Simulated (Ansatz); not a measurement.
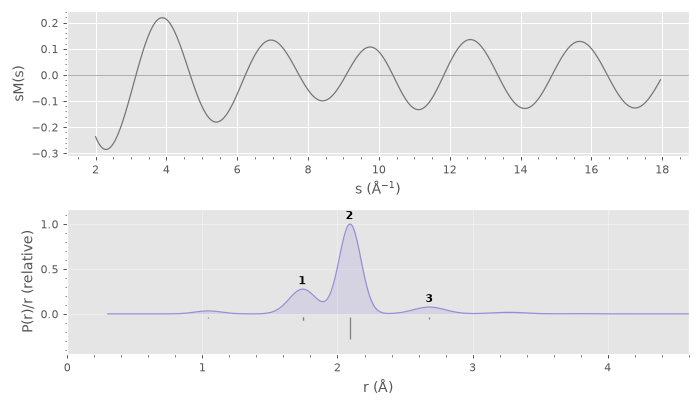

Simulated gas electron diffraction: reduced molecular intensity sM(s) from the Debye equation in the first Born approximation (top) and the radial distribution curve (bottom) of H3InN (spin multiplicity 2). Each pair of atoms contributes with weight ZᵢZⱼ/r (bars below the curve); damping constant 0.002 Å²; vibrational amplitudes assumed, not computed: 0.05 Å for bonds, 0.078 Å for bonds to H, 0.06 + 0.015 r up to 0.15 Å for other pairs. The geometry is the end point of an optimisation (UKS PBE-D4/def2-SVP in Ansatz); it may be a saddle point or a higher isomer.

Which pairs of atoms lie under the numbered peaks? Mark bonded pairs by – and others by ···.

Answer. Peak 1, 1.74 Å: In–H 1.74 Å (×2)
Peak 2, 2.09 Å: In–N 2.09 Å
Peak 3, 2.68 Å: In···H 2.68 Å
